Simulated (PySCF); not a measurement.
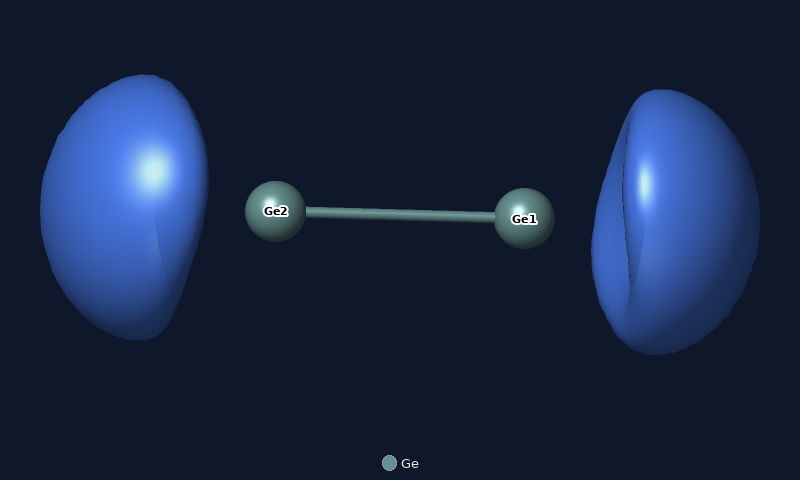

*Ge$_{2}$ (charge −1, doublet). Isosurface of the electron localisation function at 0.8 (blue), seen from one side. Only the valence region is drawn (cores and ρ < 0.01 e/Å³ removed).*

Theory: PySCF 2.14.0, PBE0/aug-cc-pVDZ(-PP), non-relativistic Hamiltonian with scalar-relativistic core potentials where named, at a bond length of 2.308 Å.

> Where are the electrons localised?

At this value the surface marks out two lobes on Ge, pointing away from the bonds (non-bonding electrons). Profiles from the grid: Ge–Ge (2.31 Å): the ELF peaks at about 0.70 between the atoms.
